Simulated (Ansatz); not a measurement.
Consider Zr2Ti3Ge3O8.

The calculation's input:

```
crystal:
  lattice:
    - [-0.184491, 0.586396, -5.697035]
    - [3.316268, 7.160517, -0.511489]
    - [3.231187, -7.107452, 0.738045]
  atoms:
    - { symbol: O, position: [0.7110124376, 0.2110414552, 0.2649587726] }
    - { symbol: O, position: [0.631936596, 0.1138139262, 0.8333361317] }
    - { symbol: O, position: [0.7709996204, 0.6731224121, 0.4394057787] }
    - { symbol: O, position: [0.5592561119, 0.6236157948, 0.7185518201] }
    - { symbol: O, position: [0.9295536837, 0.2140200469, 0.6591886912] }
    - { symbol: O, position: [0.2103089297, 0.3489934888, 0.0791479233] }
    - { symbol: O, position: [0.1918158669, 0.8676513056, 0.6716337829] }
    - { symbol: O, position: [0.0251802194, 0.7898090416, 0.2195390381] }
    - { symbol: Ti, position: [0.9649711825, 0.1525163045, 0.84916984] }
    - { symbol: Ti, position: [0.0699526997, 0.6318497346, 0.3235553285] }
    - { symbol: Ti, position: [0.5419919262, 0.8060017955, 0.6545141736] }
    - { symbol: Ge, position: [0.0562495874, 0.7852058736, 0.8463555913] }
    - { symbol: Ge, position: [0.3512618335, 0.4633651841, 0.7242994529] }
    - { symbol: Ge, position: [0.3846910064, 0.7971945234, 0.1681889677] }
    - { symbol: Zr, position: [0.9945687538, 0.1284464378, 0.3773947534] }
    - { symbol: Zr, position: [0.5821130953, 0.3876862831, 0.1701041856] }
basis:
  ecutwfc: 420
kpoints:
  mp_grid: { grid: [6, 6, 6] }
hamiltonian:
  xc: pbe
scf:
  occupations: { method: gaussian, width: 0.1 }
  n_extra_bands: 8
output:
  forces: true
  stress: true
  eigenvalues: true
  populations: true
  dos:
    method: { smearing: { sigma: 0.1, scheme: gaussian } }
    projected: true
    de: 0.02
  write_density: true
  write_potential: true
  elf: true
  volumetric_format: npy
```

Run with:

```sh
ansatz run input.yaml --threads 4 --pin off --max-ram 9216MiB --backend cpu --events-out ev --progress --plain --runs-dir out
```

Below, planes, directions and counts refer to the conventional cell (a = 5.73 Å, b = 6.55 Å, c = 7.84 Å, α = 65.94°, β = 78.49°, γ = 86.23°).

Space group P1; a generated structure, not necessarily the stable one; computed without spin polarisation.

Method: DFT PBE, scalar-relativistic, plane waves, PAW (Ansatz).

> Predict the valence pseudo-density and electron localisation function between the atoms.

Ti–O (1.80 Å): ρ is about 1.1 e/Å³ halfway; the ELF peaks at about 0.80 in the valence shell of O, 0.5 Å from its nucleus, and is about 0.25 at the midpoint: no localised pair shows between them.
Ge–O (1.89 Å): ρ is about 0.78 e/Å³ halfway; the ELF peaks at about 0.80 in the valence shell of O, 0.6 Å from its nucleus, and is about 0.40 at the midpoint.
Zr–O (1.93 Å): ρ is about 1 e/Å³ halfway; the ELF peaks at about 0.80 in the valence shell of O, 0.6 Å from its nucleus, and drops to about 0.30 between the two atoms (no shared electron pair shows on this line).

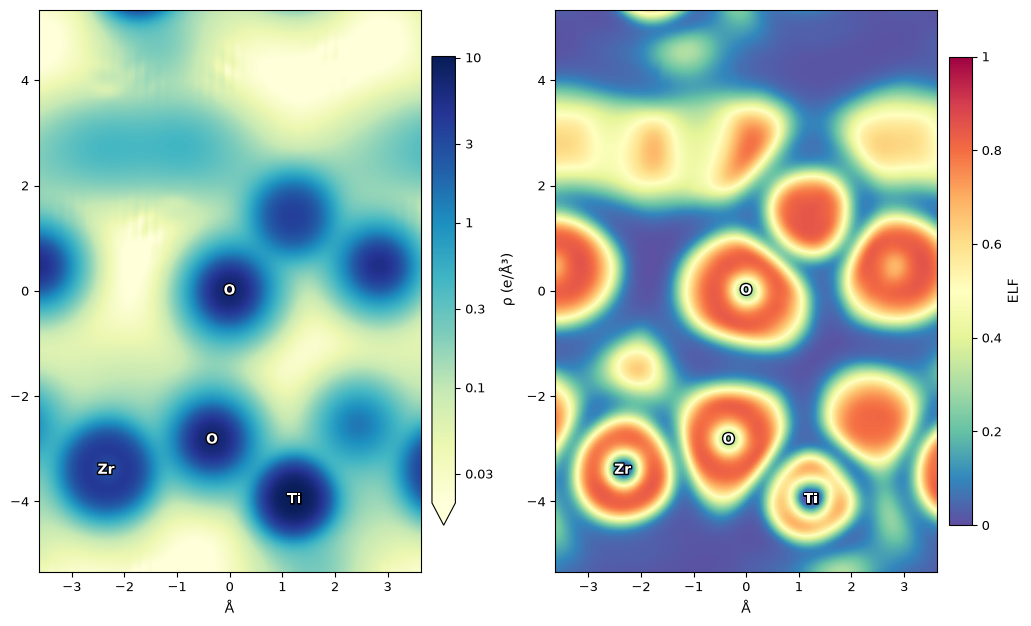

Computed valence pseudo-density and electron localisation function on the (101̄) plane of the conventional cell, in this order. Atoms just off the plane (O, 0.3 Å away and Zr, 0.5 Å away) can leave unmarked features too.

The density is the valence pseudo-density of a PAW calculation; it isn't the true density close to the nuclei.
